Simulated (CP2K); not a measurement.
**S2F2 (Difluorodisulfane): GFN2-xTB**

What is the energy change on altering one bond length of S2F2 (Difluorodisulfane) at GFN2-xTB? 

The calculation is run with CP2K 2026.2.

5 further runs of the same task are left out: 5 that didn't finish.

## Step 1: Starting point

The species is S2F2 (4 atoms), meant as a singlet with charge 0. SMILES: `FSSF`. The coordinates come from a PBE0-D4/def2-TZVP relaxation.

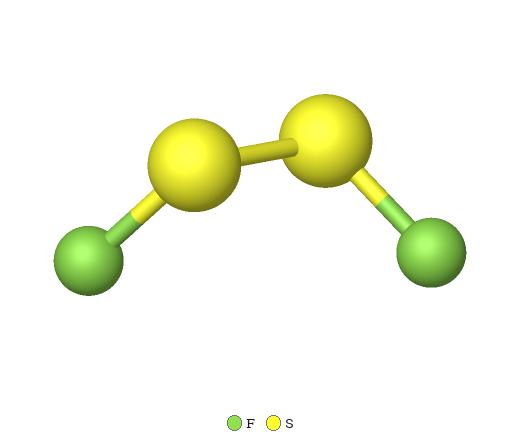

The structure, seen from a chosen angle (fluorine green, sulfur yellow).

## Step 2: A single-point energy at GFN2-xTB

The input, qs.inp:

```
&GLOBAL
  PROJECT_NAME qs
  RUN_TYPE ENERGY
  PRINT_LEVEL MEDIUM
&END GLOBAL
&FORCE_EVAL
  METHOD QS
  &DFT
    CHARGE 0
    MULTIPLICITY 1
    &QS
      METHOD XTB
      EPS_DEFAULT 1.0E-10
      &XTB
        GFN_TYPE TBLITE
        &TBLITE
          METHOD GFN2
        &END TBLITE
        CHECK_ATOMIC_CHARGES F
      &END XTB
    &END QS
    &POISSON
      PERIODIC NONE
      POISSON_SOLVER ANALYTIC
    &END POISSON
    &SCF
      SCF_GUESS ATOMIC
      EPS_SCF 1.0E-07
      MAX_SCF 150
      ADDED_MOS 8
      &DIAGONALIZATION
        ALGORITHM STANDARD
      &END DIAGONALIZATION
      &MIXING
        METHOD DIRECT_P_MIXING
        ALPHA 0.4
      &END MIXING
    &END SCF
    &PRINT
      &MOMENTS
        PERIODIC F
        REFERENCE COM
        MAX_MOMENT 1
      &END MOMENTS
      &MO ON
        ENERGIES T
        OCCUPATION_NUMBERS T
        NDIGITS 6
        &EACH
          QS_SCF 0
        &END EACH
        ADD_LAST NUMERIC
      &END MO
      &HIRSHFELD OFF
      &END HIRSHFELD
    &END PRINT
  &END DFT
  &SUBSYS
    &CELL
      ABC [angstrom] 11 9.1 10.1
      PERIODIC NONE
    &END CELL
    &COORD
      F      4.004920     4.111905     4.025255
      S      5.321000     5.075985     4.014475
      S      6.833660     4.035445     4.462125
      F      6.995080     4.024015     6.085525
    &END COORD
  &END SUBSYS
&END FORCE_EVAL
```

Command:

```bash
$ OMP_NUM_THREADS=1 cp2k.psmp -i qs.inp -o qs.out
```

Output:

```text
CP2K| version string:                                       CP2K version 2026.2
[...]
 GLOBAL| Method name                                                        CP2K
[...]
 GLOBAL| Run type                                                         ENERGY
[...]
                             - Atoms:                                          4
[...]
                             - Spherical basis functions:                     26
[...]
 Number of electrons:                                                         26
[...]
  *** SCF run converged in    12 steps ***
[...]
  Fermi energy:                                                -0.30929385632262
[...]
 TB_DIPOLE| Moment [Debye]          1.24547664       1.05220899      -1.76266298
 TB_DIPOLE| Derivative [a.u.]       0.00000000       0.00000000       0.00000000
[...]
 ENERGY| Total FORCE_EVAL ( QS ) energy [hartree]            -15.955882284678061
[...]
```

Wall time 0.22 s (1 thread of Arm Neoverse V2, shared host).

## Step 3: The distorted shape

The input, gas.inp:

```
&GLOBAL
  PROJECT gas
  RUN_TYPE ENERGY
  PRINT_LEVEL MEDIUM
&END

&FORCE_EVAL
  METHOD Quickstep
  &DFT
    CHARGE 0
    MULTIPLICITY 1
    ! Quickstep
    &QS
      METHOD XTB
      EPS_DEFAULT 1.0E-10
      &XTB
        GFN_TYPE TBLITE
        &TBLITE
          METHOD GFN2
        &END
        CHECK_ATOMIC_CHARGES F
      &END
    &END
    ! no periodic images
    &POISSON
      PERIODIC NONE
      POISSON_SOLVER ANALYTIC
    &END
    ! SCF settings
    &SCF
      SCF_GUESS ATOMIC
      EPS_SCF 1.0E-07
      MAX_SCF 250
      ADDED_MOS 8
      EPS_DIIS 1.0E-04
      &DIAGONALIZATION
        ALGORITHM STANDARD
      &END
      &MIXING
        METHOD DIRECT_P_MIXING
        ALPHA 0.4
      &END
      &SMEAR ON
        METHOD FERMI_DIRAC
        ELECTRONIC_TEMPERATURE [K] 300
      &END
    &END
    ! extra output
    &PRINT
      &MOMENTS
        PERIODIC F
        REFERENCE COM
        MAX_MOMENT 1
      &END
      &MO ON
        ENERGIES T
        OCCUPATION_NUMBERS T
        NDIGITS 6
        &EACH
          QS_SCF 0
        &END
        ADD_LAST NUMERIC
      &END
      &HIRSHFELD OFF
      &END
    &END
  &END
  &SUBSYS
    &CELL
      ABC [angstrom] 11.1 9.1 11.4
      PERIODIC NONE
    &END
    &COORD
      F      3.990352     4.116477     4.025896
      S      5.306432     5.080557     4.015116
      S      6.819092     4.040017     4.462766
      F      7.109648     4.019443     7.384884
    &END
  &END
&END
```

Command:

```bash
$ OMP_NUM_THREADS=1 cp2k.psmp -i gas.inp -o gas.out
```

Output:

```text
CP2K| version string:                                       CP2K version 2026.2
[...]
 GLOBAL| Method name                                                        CP2K
[...]
 GLOBAL| Run type                                                         ENERGY
[...]
                             - Atoms:                                          4
[...]
                             - Spherical basis functions:                     26
[...]
 Number of electrons:                                                         26
[...]
  *** SCF run converged in   160 steps ***
[...]
  Fermi energy:                                                -0.41158617136669
[...]
 TB_DIPOLE| Moment [Debye]         -1.19412889       2.45140879      -5.79525429
 TB_DIPOLE| Derivative [a.u.]       0.00000000       0.00000000       0.00000000
[...]
 ENERGY| Total FORCE_EVAL ( QS ) energy [hartree]            -15.884599135666310
[...]
```

It took 0.4 s on 1 thread of Arm Neoverse V2, shared host.

## Step 4: What came out

At GFN2-xTB:

```
                                                         quantity         value
                                        first shape: total energy  -15.95588 Eh
           first shape: dipole moment (from atomic charges alone)        2.40 D
                                         first shape: HOMO energy     -11.60 eV
                                         first shape: LUMO energy      -7.52 eV
                                       first shape: HOMO–LUMO gap       4.08 eV
                                   first shape: dispersion energy  -6.33 kJ/mol
                                    distorted shape: total energy  -15.88460 Eh
       distorted shape: dipole moment (from atomic charges alone)        6.40 D
                                     distorted shape: HOMO energy     -11.36 eV
                                     distorted shape: LUMO energy     -11.06 eV
                                   distorted shape: HOMO–LUMO gap       0.29 eV
                               distorted shape: dispersion energy  -5.77 kJ/mol
energy change with the S3–F4 bond stretched from 1.631 to 2.937 Å      1.940 eV
```

**Reading.** One bond (distorted shape) is far stretched, which a spin-restricted single reference describes badly. With the S3–F4 bond stretched from 1.631 to 2.937 Å the energy rises by 1.94 eV (187 kJ/mol). The first shape isn't relaxed at this level, so the change isn't measured from a minimum. A restricted reference can't describe the breaking bond well at this length. The dipole (first shape) comes from point charges on the atoms alone, without atomic dipoles, so it is partial. The dipole (distorted shape) comes from point charges on the atoms alone, without atomic dipoles, so it is partial.
